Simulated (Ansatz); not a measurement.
**Molecular dynamics, with input and output: ZrCl₂F₂ (part 1 of 4)**

System: ZrCl₂F₂.
Method: RKS LDA/def2-SVP (Ansatz 0.2.0).

It belongs to a series of runs on one base structure; here: dynamics from the start.

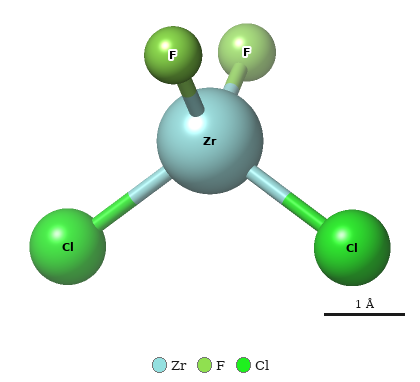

*The input geometry (ball-and-stick view, seen at a tilt). Sticks mark near contacts.*

Bond lengths as drawn: Cl–Zr 2.32 Å and F–Zr 1.88 Å.

**Input**
```yaml
crystal:
  periodic: [false, false, false]
  atoms:
    - { symbol: Zr, position_ang: [0.011798, -0.019493, -0.015504] }
    - { symbol: F, position_ang: [9.4e-05, 0.000178, 1.862864] }
    - { symbol: Cl, position_ang: [2.199307, -0.025293, -0.792169] }
    - { symbol: F, position_ang: [-0.87745, 1.520689, -0.620331] }
    - { symbol: Cl, position_ang: [-1.076849, -1.916682, -0.79256] }
basis:
  gaussian: { orbitals: def2-SVP }
hamiltonian:
  xc: lda
md:
  timestep: 2.0
  n_steps: 300
  ensemble: nvt_langevin
  temperature: 1000.0
  initial_velocities: maxwell_boltzmann
  seed: 651830
  friction: 0.001
  temperature_schedule:
    - { n_steps: 75, end_temperature: 1000.0 }
    - { n_steps: 225, end_temperature: 3000.0 }
```

Launched with:
```bash
ansatz run input.yaml --threads 2 --pin off --max-ram 3072MiB --backend cpu --events-out ev --progress --plain --runs-dir out
```

**What the program printed**
```
Engine: ansatz 0.2.0, aarch64-unknown-linux-gnu
Functional definition: SPW92
  exchange = slater_x
  correlation = pw_c
964 factors; their error is unknown
mean field evaluation 1: about -31634.9296 eV, gradient 4.6e1 eV
mean field evaluation 2: about -31591.0140 eV, gradient 1.7e2 eV
mean field evaluation 4: about -31638.2128 eV, gradient 7.3e0 eV
mean field evaluation 8: about -31638.3438 eV, gradient 1.8e-1 eV
mean field evaluation 16: about -31638.2975 eV, gradient 5.5e-5 eV
mean field -31638.29752356 eV, -1162.6859887826 hartree, gradient 5.5e-5 eV, S^2 0.000000; 0 other end points of the search recorded, 0 dependent functions left out
the calculation of the forces begins
reference -31638.29759546 eV, -1162.6859914247 hartree; 32, 32 occupied and 63, 63 virtual orbitals, 964 factors
md step     0: t =     0.00 fs  T =   800.0 K (target 1000.0 K)  F+E_penalty+E_count = -31638.29752356 eV  E_kin = 0.517040 eV  (26 SCF iters)
these checks for a lower state are left out or cut short: starts, cluster_reference, orbital_swaps, neighbouring_geometries, increment
964 factors; their error is unknown
mean field -31638.29128936 eV, -1162.6857596801 hartree, gradient 8.4e-5 eV, S^2 0.000000; 0 other end points of the search recorded, 0 dependent functions left out
the calculation of the forces begins
reference -31638.29136132 eV, -1162.6857623246 hartree; 32, 32 occupied and 63, 63 virtual orbitals, 964 factors
md step     1: t =     2.00 fs  T =   844.8 K (target 1000.0 K)  F+E_penalty+E_count = -31638.29128936 eV  E_kin = 0.545964 eV  (26 SCF iters)
[... from here on the SCF iterations and repeated set-up lines of each step are left out, up to the last step ...]
md step     2: t =     4.00 fs  T =   827.3 K (target 1000.0 K)  F+E_penalty+E_count = -31638.27462904 eV  E_kin = 0.534680 eV  (26 SCF iters)
md step     3: t =     6.00 fs  T =   810.2 K (target 1000.0 K)  F+E_penalty+E_count = -31638.24974277 eV  E_kin = 0.523661 eV  (26 SCF iters)
md step     4: t =     8.00 fs  T =   800.4 K (target 1000.0 K)  F+E_penalty+E_count = -31638.21936255 eV  E_kin = 0.517325 eV  (26 SCF iters)
md step     5: t =    10.00 fs  T =   736.5 K (target 1000.0 K)  F+E_penalty+E_count = -31638.18789440 eV  E_kin = 0.475994 eV  (28 SCF iters)
md step     6: t =    12.00 fs  T =   682.1 K (target 1000.0 K)  F+E_penalty+E_count = -31638.15907577 eV  E_kin = 0.440851 eV  (28 SCF iters)
md step     7: t =    14.00 fs  T =   623.8 K (target 1000.0 K)  F+E_penalty+E_count = -31638.13625518 eV  E_kin = 0.403162 eV  (28 SCF iters)
md step     8: t =    16.00 fs  T =   613.0 K (target 1000.0 K)  F+E_penalty+E_count = -31638.12075281 eV  E_kin = 0.396192 eV  (28 SCF iters)
md step     9: t =    18.00 fs  T =   624.7 K (target 1000.0 K)  F+E_penalty+E_count = -31638.11052992 eV  E_kin = 0.403753 eV  (28 SCF iters)
md step    10: t =    20.00 fs  T =   593.7 K (target 1000.0 K)  F+E_penalty+E_count = -31638.10528263 eV  E_kin = 0.383704 eV  (28 SCF iters)
md step    11: t =    22.00 fs  T =   613.5 K (target 1000.0 K)  F+E_penalty+E_count = -31638.10396739 eV  E_kin = 0.396503 eV  (28 SCF iters)
md step    12: t =    24.00 fs  T =   610.7 K (target 1000.0 K)  F+E_penalty+E_count = -31638.10316243 eV  E_kin = 0.394713 eV  (28 SCF iters)
md step    13: t =    26.00 fs  T =   625.7 K (target 1000.0 K)  F+E_penalty+E_count = -31638.10037719 eV  E_kin = 0.404382 eV  (28 SCF iters)
md step    14: t =    28.00 fs  T =   587.2 K (target 1000.0 K)  F+E_penalty+E_count = -31638.09519478 eV  E_kin = 0.379487 eV  (28 SCF iters)
md step    15: t =    30.00 fs  T =   545.1 K (target 1000.0 K)  F+E_penalty+E_count = -31638.08804176 eV  E_kin = 0.352295 eV  (29 SCF iters)
md step    16: t =    32.00 fs  T =   534.0 K (target 1000.0 K)  F+E_penalty+E_count = -31638.08010189 eV  E_kin = 0.345120 eV  (29 SCF iters)
md step    17: t =    34.00 fs  T =   578.1 K (target 1000.0 K)  F+E_penalty+E_count = -31638.07289221 eV  E_kin = 0.373646 eV  (29 SCF iters)
md step    18: t =    36.00 fs  T =   596.4 K (target 1000.0 K)  F+E_penalty+E_count = -31638.06733879 eV  E_kin = 0.385426 eV  (28 SCF iters)
md step    19: t =    38.00 fs  T =   598.3 K (target 1000.0 K)  F+E_penalty+E_count = -31638.06415834 eV  E_kin = 0.386705 eV  (29 SCF iters)
md step    20: t =    40.00 fs  T =   607.5 K (target 1000.0 K)  F+E_penalty+E_count = -31638.06268320 eV  E_kin = 0.392598 eV  (29 SCF iters)
md step    21: t =    42.00 fs  T =   597.5 K (target 1000.0 K)  F+E_penalty+E_count = -31638.06114572 eV  E_kin = 0.386162 eV  (29 SCF iters)
md step    22: t =    44.00 fs  T =   602.8 K (target 1000.0 K)  F+E_penalty+E_count = -31638.05701837 eV  E_kin = 0.389582 eV  (29 SCF iters)
md step    23: t =    46.00 fs  T =   654.0 K (target 1000.0 K)  F+E_penalty+E_count = -31638.04708984 eV  E_kin = 0.422706 eV  (29 SCF iters)
md step    24: t =    48.00 fs  T =   675.1 K (target 1000.0 K)  F+E_penalty+E_count = -31638.03025588 eV  E_kin = 0.436343 eV  (29 SCF iters)
md step    25: t =    50.00 fs  T =   671.2 K (target 1000.0 K)  F+E_penalty+E_count = -31638.00617531 eV  E_kin = 0.433776 eV  (29 SCF iters)
md step    26: t =    52.00 fs  T =   606.8 K (target 1000.0 K)  F+E_penalty+E_count = -31637.97664653 eV  E_kin = 0.392198 eV  (29 SCF iters)
md step    27: t =    54.00 fs  T =   560.6 K (target 1000.0 K)  F+E_penalty+E_count = -31637.94781633 eV  E_kin = 0.362331 eV  (29 SCF iters)
md step    28: t =    56.00 fs  T =   534.9 K (target 1000.0 K)  F+E_penalty+E_count = -31637.92420642 eV  E_kin = 0.345705 eV  (30 SCF iters)
md step    29: t =    58.00 fs  T =   504.9 K (target 1000.0 K)  F+E_penalty+E_count = -31637.90810042 eV  E_kin = 0.326336 eV  (30 SCF iters)
md step    30: t =    60.00 fs  T =   489.8 K (target 1000.0 K)  F+E_penalty+E_count = -31637.90202594 eV  E_kin = 0.316568 eV  (30 SCF iters)
md step    31: t =    62.00 fs  T =   501.1 K (target 1000.0 K)  F+E_penalty+E_count = -31637.90638014 eV  E_kin = 0.323889 eV  (28 SCF iters)
md step    32: t =    64.00 fs  T =   519.4 K (target 1000.0 K)  F+E_penalty+E_count = -31637.91955301 eV  E_kin = 0.335656 eV  (28 SCF iters)
md step    33: t =    66.00 fs  T =   557.7 K (target 1000.0 K)  F+E_penalty+E_count = -31637.94196957 eV  E_kin = 0.360418 eV  (28 SCF iters)
md step    34: t =    68.00 fs  T =   638.7 K (target 1000.0 K)  F+E_penalty+E_count = -31637.97375416 eV  E_kin = 0.412770 eV  (29 SCF iters)
md step    35: t =    70.00 fs  T =   688.2 K (target 1000.0 K)  F+E_penalty+E_count = -31638.00834708 eV  E_kin = 0.444775 eV  (29 SCF iters)
md step    36: t =    72.00 fs  T =   717.7 K (target 1000.0 K)  F+E_penalty+E_count = -31638.03894411 eV  E_kin = 0.463872 eV  (29 SCF iters)
md step    37: t =    74.00 fs  T =   695.4 K (target 1000.0 K)  F+E_penalty+E_count = -31638.06352644 eV  E_kin = 0.449462 eV  (29 SCF iters)
md step    38: t =    76.00 fs  T =   758.5 K (target 1000.0 K)  F+E_penalty+E_count = -31638.08323899 eV  E_kin = 0.490218 eV  (27 SCF iters)
md step    39: t =    78.00 fs  T =   750.4 K (target 1000.0 K)  F+E_penalty+E_count = -31638.09991458 eV  E_kin = 0.485015 eV  (29 SCF iters)
md step    40: t =    80.00 fs  T =   826.8 K (target 1000.0 K)  F+E_penalty+E_count = -31638.11361186 eV  E_kin = 0.534373 eV  (29 SCF iters)
md step    41: t =    82.00 fs  T =   810.9 K (target 1000.0 K)  F+E_penalty+E_count = -31638.12401724 eV  E_kin = 0.524054 eV  (29 SCF iters)
md step    42: t =    84.00 fs  T =   801.9 K (target 1000.0 K)  F+E_penalty+E_count = -31638.13307438 eV  E_kin = 0.518245 eV  (29 SCF iters)
md step    43: t =    86.00 fs  T =   844.9 K (target 1000.0 K)  F+E_penalty+E_count = -31638.14279653 eV  E_kin = 0.546060 eV  (29 SCF iters)
md step    44: t =    88.00 fs  T =   856.9 K (target 1000.0 K)  F+E_penalty+E_count = -31638.15165223 eV  E_kin = 0.553825 eV  (29 SCF iters)
md step    45: t =    90.00 fs  T =   901.3 K (target 1000.0 K)  F+E_penalty+E_count = -31638.15786174 eV  E_kin = 0.582479 eV  (29 SCF iters)
md step    46: t =    92.00 fs  T =   897.6 K (target 1000.0 K)  F+E_penalty+E_count = -31638.15911754 eV  E_kin = 0.580111 eV  (29 SCF iters)
md step    47: t =    94.00 fs  T =   922.6 K (target 1000.0 K)  F+E_penalty+E_count = -31638.15362240 eV  E_kin = 0.596267 eV  (29 SCF iters)
md step    48: t =    96.00 fs  T =   895.0 K (target 1000.0 K)  F+E_penalty+E_count = -31638.14242251 eV  E_kin = 0.578453 eV  (28 SCF iters)
md step    49: t =    98.00 fs  T =   874.1 K (target 1000.0 K)  F+E_penalty+E_count = -31638.12808997 eV  E_kin = 0.564931 eV  (28 SCF iters)
md step    50: t =   100.00 fs  T =   860.0 K (target 1000.0 K)  F+E_penalty+E_count = -31638.11354969 eV  E_kin = 0.555795 eV  (29 SCF iters)
md step    51: t =   102.00 fs  T =   887.6 K (target 1000.0 K)  F+E_penalty+E_count = -31638.10154201 eV  E_kin = 0.573660 eV  (29 SCF iters)
md step    52: t =   104.00 fs  T =   878.3 K (target 1000.0 K)  F+E_penalty+E_count = -31638.09338023 eV  E_kin = 0.567649 eV  (29 SCF iters)
md step    53: t =   106.00 fs  T =   882.5 K (target 1000.0 K)  F+E_penalty+E_count = -31638.09060369 eV  E_kin = 0.570349 eV  (29 SCF iters)
md step    54: t =   108.00 fs  T =   901.7 K (target 1000.0 K)  F+E_penalty+E_count = -31638.09368109 eV  E_kin = 0.582758 eV  (29 SCF iters)
md step    55: t =   110.00 fs  T =   902.5 K (target 1000.0 K)  F+E_penalty+E_count = -31638.10223588 eV  E_kin = 0.583277 eV  (29 SCF iters)
md step    56: t =   112.00 fs  T =   940.2 K (target 1000.0 K)  F+E_penalty+E_count = -31638.11514613 eV  E_kin = 0.607677 eV  (29 SCF iters)
md step    57: t =   114.00 fs  T =   946.0 K (target 1000.0 K)  F+E_penalty+E_count = -31638.12821183 eV  E_kin = 0.611372 eV  (28 SCF iters)
md step    58: t =   116.00 fs  T =   974.1 K (target 1000.0 K)  F+E_penalty+E_count = -31638.13841095 eV  E_kin = 0.629577 eV  (29 SCF iters)
md step    59: t =   118.00 fs  T =  1055.1 K (target 1000.0 K)  F+E_penalty+E_count = -31638.14442531 eV  E_kin = 0.681916 eV  (29 SCF iters)
md step    60: t =   120.00 fs  T =  1060.7 K (target 1000.0 K)  F+E_penalty+E_count = -31638.14377892 eV  E_kin = 0.685538 eV  (29 SCF iters)
md step    61: t =   122.00 fs  T =  1058.3 K (target 1000.0 K)  F+E_penalty+E_count = -31638.13626249 eV  E_kin = 0.683961 eV  (29 SCF iters)
md step    62: t =   124.00 fs  T =  1065.6 K (target 1000.0 K)  F+E_penalty+E_count = -31638.12230225 eV  E_kin = 0.688679 eV  (29 SCF iters)
md step    63: t =   126.00 fs  T =  1007.3 K (target 1000.0 K)  F+E_penalty+E_count = -31638.10187032 eV  E_kin = 0.651046 eV  (28 SCF iters)
md step    64: t =   128.00 fs  T =   918.6 K (target 1000.0 K)  F+E_penalty+E_count = -31638.07917752 eV  E_kin = 0.593693 eV  (29 SCF iters)
md step    65: t =   130.00 fs  T =   857.3 K (target 1000.0 K)  F+E_penalty+E_count = -31638.05721316 eV  E_kin = 0.554082 eV  (29 SCF iters)
md step    66: t =   132.00 fs  T =   863.8 K (target 1000.0 K)  F+E_penalty+E_count = -31638.03782190 eV  E_kin = 0.558264 eV  (29 SCF iters)
md step    67: t =   134.00 fs  T =   819.1 K (target 1000.0 K)  F+E_penalty+E_count = -31638.02247674 eV  E_kin = 0.529415 eV  (29 SCF iters)
md step    68: t =   136.00 fs  T =   802.2 K (target 1000.0 K)  F+E_penalty+E_count = -31638.01065875 eV  E_kin = 0.518451 eV  (29 SCF iters)
md step    69: t =   138.00 fs  T =   768.2 K (target 1000.0 K)  F+E_penalty+E_count = -31638.00440638 eV  E_kin = 0.496461 eV  (28 SCF iters)
md step    70: t =   140.00 fs  T =   743.6 K (target 1000.0 K)  F+E_penalty+E_count = -31638.00347133 eV  E_kin = 0.480576 eV  (28 SCF iters)
md step    71: t =   142.00 fs  T =   743.3 K (target 1000.0 K)  F+E_penalty+E_count = -31638.00558011 eV  E_kin = 0.480400 eV  (28 SCF iters)
md step    72: t =   144.00 fs  T =   716.2 K (target 1000.0 K)  F+E_penalty+E_count = -31638.00890662 eV  E_kin = 0.462883 eV  (28 SCF iters)
md step    73: t =   146.00 fs  T =   716.6 K (target 1000.0 K)  F+E_penalty+E_count = -31638.01332193 eV  E_kin = 0.463169 eV  (28 SCF iters)
md step    74: t =   148.00 fs  T =   801.7 K (target 1000.0 K)  F+E_penalty+E_count = -31638.02105026 eV  E_kin = 0.518128 eV  (28 SCF iters)
md step    75: t =   150.00 fs  T =   831.8 K (target 1000.0 K)  F+E_penalty+E_count = -31638.03258501 eV  E_kin = 0.537623 eV  (28 SCF iters)
md step    76: t =   152.00 fs  T =   841.7 K (target 1004.4 K)  F+E_penalty+E_count = -31638.04494799 eV  E_kin = 0.543963 eV  (28 SCF iters)
md step    77: t =   154.00 fs  T =   837.1 K (target 1013.3 K)  F+E_penalty+E_count = -31638.05756305 eV  E_kin = 0.541028 eV  (28 SCF iters)
md step    78: t =   156.00 fs  T =   829.1 K (target 1022.2 K)  F+E_penalty+E_count = -31638.07110263 eV  E_kin = 0.535838 eV  (28 SCF iters)
md step    79: t =   158.00 fs  T =   879.8 K (target 1031.1 K)  F+E_penalty+E_count = -31638.08434649 eV  E_kin = 0.568622 eV  (28 SCF iters)
md step    80: t =   160.00 fs  T =   853.5 K (target 1040.0 K)  F+E_penalty+E_count = -31638.09777476 eV  E_kin = 0.551615 eV  (29 SCF iters)
md step    81: t =   162.00 fs  T =   841.8 K (target 1048.9 K)  F+E_penalty+E_count = -31638.11274879 eV  E_kin = 0.544036 eV  (29 SCF iters)
md step    82: t =   164.00 fs  T =   902.9 K (target 1057.8 K)  F+E_penalty+E_count = -31638.12602584 eV  E_kin = 0.583525 eV  (29 SCF iters)
md step    83: t =   166.00 fs  T =   914.6 K (target 1066.7 K)  F+E_penalty+E_count = -31638.13506942 eV  E_kin = 0.591120 eV  (29 SCF iters)
md step    84: t =   168.00 fs  T =   948.9 K (target 1075.6 K)  F+E_penalty+E_count = -31638.13851660 eV  E_kin = 0.613256 eV  (29 SCF iters)
md step    85: t =   170.00 fs  T =   974.0 K (target 1084.4 K)  F+E_penalty+E_count = -31638.13514789 eV  E_kin = 0.629502 eV  (29 SCF iters)
md step    86: t =   172.00 fs  T =  1031.8 K (target 1093.3 K)  F+E_penalty+E_count = -31638.12558032 eV  E_kin = 0.666841 eV  (28 SCF iters)
md step    87: t =   174.00 fs  T =  1011.1 K (target 1102.2 K)  F+E_penalty+E_count = -31638.11003147 eV  E_kin = 0.653444 eV  (28 SCF iters)
md step    88: t =   176.00 fs  T =  1027.5 K (target 1111.1 K)  F+E_penalty+E_count = -31638.09241747 eV  E_kin = 0.664046 eV  (29 SCF iters)
md step    89: t =   178.00 fs  T =  1011.4 K (target 1120.0 K)  F+E_penalty+E_count = -31638.07643590 eV  E_kin = 0.653694 eV  (29 SCF iters)
md step    90: t =   180.00 fs  T =  1019.7 K (target 1128.9 K)  F+E_penalty+E_count = -31638.06427697 eV  E_kin = 0.659001 eV  (29 SCF iters)
md step    91: t =   182.00 fs  T =  1027.7 K (target 1137.8 K)  F+E_penalty+E_count = -31638.06032009 eV  E_kin = 0.664218 eV  (29 SCF iters)
md step    92: t =   184.00 fs  T =   973.9 K (target 1146.7 K)  F+E_penalty+E_count = -31638.06597904 eV  E_kin = 0.629426 eV  (29 SCF iters)
md step    93: t =   186.00 fs  T =   992.8 K (target 1155.6 K)  F+E_penalty+E_count = -31638.07809389 eV  E_kin = 0.641666 eV  (29 SCF iters)
md step    94: t =   188.00 fs  T =  1006.3 K (target 1164.4 K)  F+E_penalty+E_count = -31638.09343004 eV  E_kin = 0.650404 eV  (28 SCF iters)
md step    95: t =   190.00 fs  T =  1011.8 K (target 1173.3 K)  F+E_penalty+E_count = -31638.10977065 eV  E_kin = 0.653912 eV  (28 SCF iters)
md step    96: t =   192.00 fs  T =   999.2 K (target 1182.2 K)  F+E_penalty+E_count = -31638.12574156 eV  E_kin = 0.645788 eV  (28 SCF iters)
md step    97: t =   194.00 fs  T =   947.5 K (target 1191.1 K)  F+E_penalty+E_count = -31638.13942680 eV  E_kin = 0.612346 eV  (28 SCF iters)
md step    98: t =   196.00 fs  T =  1015.5 K (target 1200.0 K)  F+E_penalty+E_count = -31638.14781681 eV  E_kin = 0.656345 eV  (28 SCF iters)
md step    99: t =   198.00 fs  T =  1022.5 K (target 1208.9 K)  F+E_penalty+E_count = -31638.14767422 eV  E_kin = 0.660815 eV  (29 SCF iters)
md step   100: t =   200.00 fs  T =   971.4 K (target 1217.8 K)  F+E_penalty+E_count = -31638.13876984 eV  E_kin = 0.627816 eV  (29 SCF iters)
md step   101: t =   202.00 fs  T =   939.4 K (target 1226.7 K)  F+E_penalty+E_count = -31638.12543462 eV  E_kin = 0.607145 eV  (29 SCF iters)
md step   102: t =   204.00 fs  T =   896.1 K (target 1235.6 K)  F+E_penalty+E_count = -31638.11122451 eV  E_kin = 0.579154 eV  (29 SCF iters)
md step   103: t =   206.00 fs  T =   869.6 K (target 1244.4 K)  F+E_penalty+E_count = -31638.09629647 eV  E_kin = 0.562026 eV  (29 SCF iters)
md step   104: t =   208.00 fs  T =   847.1 K (target 1253.3 K)  F+E_penalty+E_count = -31638.08280876 eV  E_kin = 0.547508 eV  (29 SCF iters)
md step   105: t =   210.00 fs  T =   808.7 K (target 1262.2 K)  F+E_penalty+E_count = -31638.07123204 eV  E_kin = 0.522649 eV  (29 SCF iters)
md step   106: t =   212.00 fs  T =   796.4 K (target 1271.1 K)  F+E_penalty+E_count = -31638.05957498 eV  E_kin = 0.514698 eV  (28 SCF iters)
md step   107: t =   214.00 fs  T =   760.5 K (target 1280.0 K)  F+E_penalty+E_count = -31638.04796777 eV  E_kin = 0.491487 eV  (28 SCF iters)
md step   108: t =   216.00 fs  T =   725.5 K (target 1288.9 K)  F+E_penalty+E_count = -31638.03477880 eV  E_kin = 0.468864 eV  (28 SCF iters)
md step   109: t =   218.00 fs  T =   701.7 K (target 1297.8 K)  F+E_penalty+E_count = -31638.01682277 eV  E_kin = 0.453481 eV  (28 SCF iters)
md step   110: t =   220.00 fs  T =   672.5 K (target 1306.7 K)  F+E_penalty+E_count = -31637.99390930 eV  E_kin = 0.434643 eV  (28 SCF iters)
md step   111: t =   222.00 fs  T =   635.6 K (target 1315.6 K)  F+E_penalty+E_count = -31637.96913399 eV  E_kin = 0.410795 eV  (28 SCF iters)
md step   112: t =   224.00 fs  T =   584.6 K (target 1324.4 K)  F+E_penalty+E_count = -31637.94941930 eV  E_kin = 0.377823 eV  (28 SCF iters)
md step   113: t =   226.00 fs  T =   552.8 K (target 1333.3 K)  F+E_penalty+E_count = -31637.93980260 eV  E_kin = 0.357248 eV  (28 SCF iters)
md step   114: t =   228.00 fs  T =   522.2 K (target 1342.2 K)  F+E_penalty+E_count = -31637.94303870 eV  E_kin = 0.337499 eV  (28 SCF iters)
md step   115: t =   230.00 fs  T =   567.8 K (target 1351.1 K)  F+E_penalty+E_count = -31637.95925824 eV  E_kin = 0.366975 eV  (28 SCF iters)
md step   116: t =   232.00 fs  T =   574.8 K (target 1360.0 K)  F+E_penalty+E_count = -31637.98446040 eV  E_kin = 0.371502 eV  (26 SCF iters)
md step   117: t =   234.00 fs  T =   598.4 K (target 1368.9 K)  F+E_penalty+E_count = -31638.01614595 eV  E_kin = 0.386735 eV  (28 SCF iters)
md step   118: t =   236.00 fs  T =   701.3 K (target 1377.8 K)  F+E_penalty+E_count = -31638.05137290 eV  E_kin = 0.453279 eV  (26 SCF iters)
md step   119: t =   238.00 fs  T =   727.6 K (target 1386.7 K)  F+E_penalty+E_count = -31638.08279845 eV  E_kin = 0.470224 eV  (26 SCF iters)
md step   120: t =   240.00 fs  T =   770.5 K (target 1395.6 K)  F+E_penalty+E_count = -31638.10459193 eV  E_kin = 0.497971 eV  (26 SCF iters)
md step   121: t =   242.00 fs  T =   765.6 K (target 1404.4 K)  F+E_penalty+E_count = -31638.11674154 eV  E_kin = 0.494777 eV  (26 SCF iters)
md step   122: t =   244.00 fs  T =   795.9 K (target 1413.3 K)  F+E_penalty+E_count = -31638.12172909 eV  E_kin = 0.514410 eV  (26 SCF iters)
md step   123: t =   246.00 fs  T =   834.3 K (target 1422.2 K)  F+E_penalty+E_count = -31638.12140727 eV  E_kin = 0.539221 eV  (26 SCF iters)
md step   124: t =   248.00 fs  T =   846.0 K (target 1431.1 K)  F+E_penalty+E_count = -31638.11857015 eV  E_kin = 0.546745 eV  (27 SCF iters)
md step   125: t =   250.00 fs  T =   847.0 K (target 1440.0 K)  F+E_penalty+E_count = -31638.11533804 eV  E_kin = 0.547402 eV  (26 SCF iters)
md step   126: t =   252.00 fs  T =   832.9 K (target 1448.9 K)  F+E_penalty+E_count = -31638.11346475 eV  E_kin = 0.538275 eV  (27 SCF iters)
md step   127: t =   254.00 fs  T =   861.2 K (target 1457.8 K)  F+E_penalty+E_count = -31638.11242006 eV  E_kin = 0.556620 eV  (26 SCF iters)
md step   128: t =   256.00 fs  T =   837.9 K (target 1466.7 K)  F+E_penalty+E_count = -31638.11247246 eV  E_kin = 0.541534 eV  (26 SCF iters)
md step   129: t =   258.00 fs  T =   816.4 K (target 1475.6 K)  F+E_penalty+E_count = -31638.11333935 eV  E_kin = 0.527628 eV  (26 SCF iters)
md step   130: t =   260.00 fs  T =   815.6 K (target 1484.4 K)  F+E_penalty+E_count = -31638.11128661 eV  E_kin = 0.527091 eV  (28 SCF iters)
md step   131: t =   262.00 fs  T =   758.5 K (target 1493.3 K)  F+E_penalty+E_count = -31638.10775721 eV  E_kin = 0.490221 eV  (28 SCF iters)
md step   132: t =   264.00 fs  T =   793.1 K (target 1502.2 K)  F+E_penalty+E_count = -31638.10450464 eV  E_kin = 0.512570 eV  (28 SCF iters)
md step   133: t =   266.00 fs  T =   821.7 K (target 1511.1 K)  F+E_penalty+E_count = -31638.09756676 eV  E_kin = 0.531049 eV  (28 SCF iters)
md step   134: t =   268.00 fs  T =   744.6 K (target 1520.0 K)  F+E_penalty+E_count = -31638.08827570 eV  E_kin = 0.481235 eV  (28 SCF iters)
md step   135: t =   270.00 fs  T =   734.2 K (target 1528.9 K)  F+E_penalty+E_count = -31638.07726225 eV  E_kin = 0.474508 eV  (28 SCF iters)
md step   136: t =   272.00 fs  T =   723.7 K (target 1537.8 K)  F+E_penalty+E_count = -31638.06992624 eV  E_kin = 0.467695 eV  (28 SCF iters)
```
